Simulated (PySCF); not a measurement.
```xyz
2

Al    0.0000    0.0000   -1.3680
Al    0.0000    0.0000    1.3680
```

Theory: PBE0/def2-TZVPP, non-relativistic Hamiltonian with scalar-relativistic core potentials where named, at a bond length of 2.736 Å (PySCF 2.14.0).

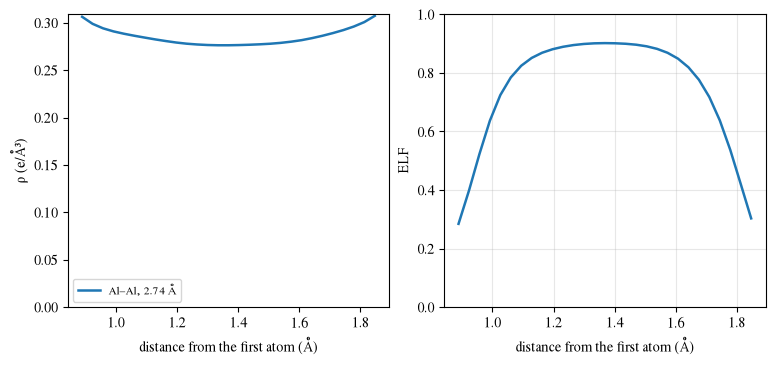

Al2 (triplet). Total electron density and electron localisation function along straight lines between neighbouring atoms. The curves leave out the atomic cores.

Q: What can be read from the curves?

A: Al–Al (2.74 Å): ρ is about 0.28 e/Å³ halfway; the ELF peaks at about 0.90 between the atoms; localised, covalent bonding.
